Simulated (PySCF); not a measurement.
C$_{3}$H$_{5}$BO$_{4}$S

Input

```
{"job": {"kind": "uv", "xc": "CAM-B3LYP", "basis": "def2-SVPD", "nstates": 8, "ntriplets": 3}, "charge": 0, "multiplicity": 1}
O      0.577150     2.104569     1.374656
C      0.675139     1.082108     0.752729
C      1.747218     0.019397     0.784666
S      1.226696    -0.545812    -0.915573
O      0.818020    -1.956646    -0.856086
C     -0.176215     0.528108    -0.339781
B     -1.480742    -0.274799     0.278075
O     -1.587554    -1.593784     0.213403
O     -2.443410     0.443797     0.874947
H      1.544667    -0.768321     1.506427
H      2.768239     0.375952     0.891098
H     -0.516114     1.260193    -1.071179
H     -0.842738    -2.061403    -0.202694
H     -2.311035     1.386167     0.967171
```

Launched as:

```sh
OMP_NUM_THREADS=1 python probes_run.py task.json out
```

Geometry: GFN2-xTB.

These are results of PySCF, CAM-B3LYP/def2-SVPD, SCF density, gas phase, not measurements.

> What can the converged electron density and electron localisation function tell about the bonding?

B–O (1.32 Å): ρ at the midpoint is about 2.3 e/Å³; the ELF peaks at about 0.90 between the atoms: a short, strongly polar bond.
S–O (1.47 Å): the density is about 2.2 e/Å³ at the midpoint; the ELF peaks at about 0.85 between the atoms (a polar covalent bond).
C–B (1.65 Å): ρ at the midpoint is about 1.2 e/Å³; the ELF peaks at about 1 between the atoms (localised, covalent bonding).
C–S (1.86 Å): the density is about 1.2 e/Å³ at the midpoint; the ELF peaks at about 0.95 between the atoms; localised, covalent bonding.

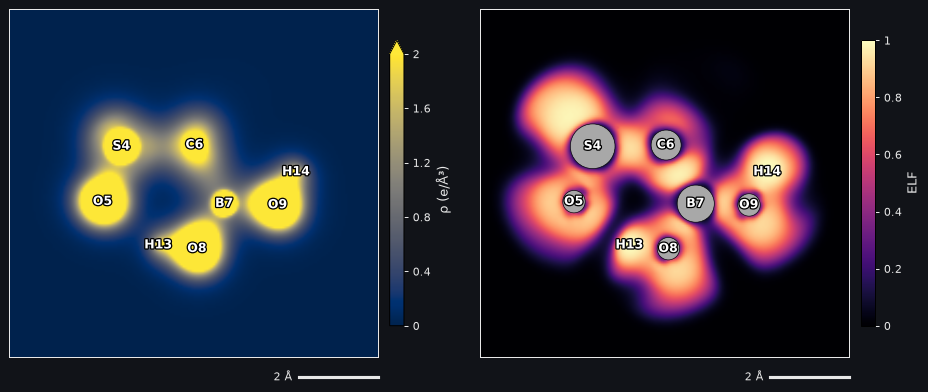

Computed electron density and electron localisation function on the plane of atoms B7, O8 and H13, in this order. Grey discs cover the atomic cores in the ELF map. 
